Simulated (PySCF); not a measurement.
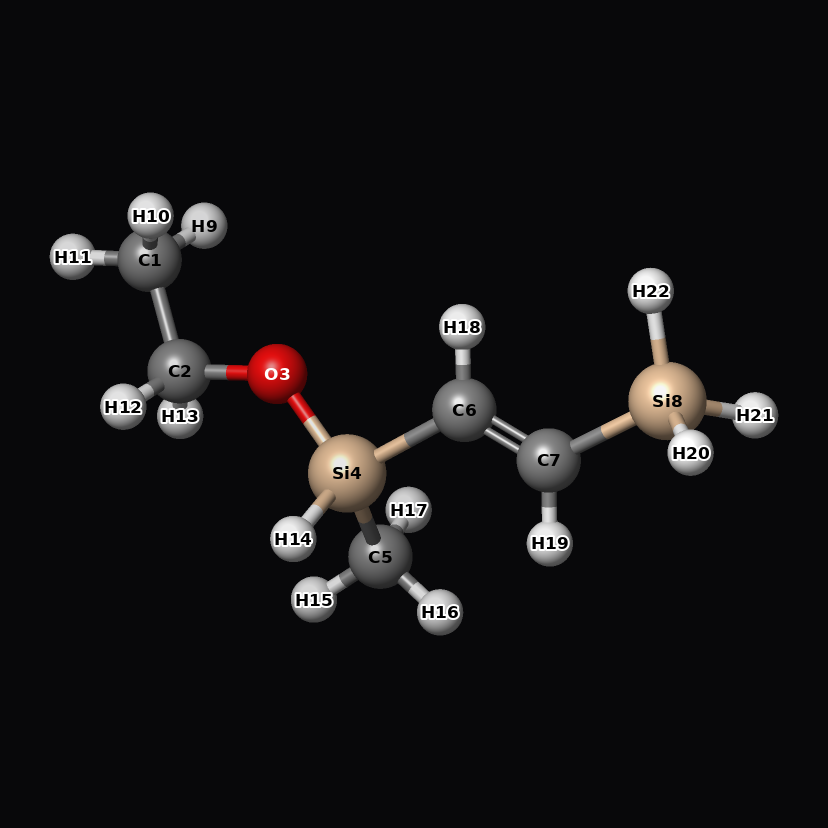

Computed geometry: GFN2-xTB optimisation. No frequency run is at hand to confirm it as a minimum. Electric field gradients from the ground-state density, PBE0/pcSseg-1 (PySCF 2.14.0), non-relativistic apart from any core potentials.

Give the largest field-gradient component, the quadrupole coupling constant and the asymmetry for 17O at O3 (Q = −25.6 mb), 2H at H9 (Q = 2.86 mb), 2H at H10 (Q = 2.86 mb), 2H at H11 (Q = 2.86 mb), 2H at H12 (Q = 2.86 mb).

```json
{"atom": "O3", "V_zz (a.u.)": "1.678", "e²qQ/h (MHz)": "−10.09", "η": "0.39"}
{"atom": "H9", "V_zz (a.u.)": "0.316", "e²qQ/h (MHz)": "0.212", "η": "0.02"}
{"atom": "H10", "V_zz (a.u.)": "0.315", "e²qQ/h (MHz)": "0.212", "η": "0.02"}
{"atom": "H11", "V_zz (a.u.)": "0.317", "e²qQ/h (MHz)": "0.213", "η": "0.03"}
{"atom": "H12", "V_zz (a.u.)": "0.287", "e²qQ/h (MHz)": "0.193", "η": "0.07"}
```

The geometry is semi-empirical. Around Si such bond lengths and angles can be off by a tenth of an ångström or more and by several degrees, and values that hang on the shape move with them.
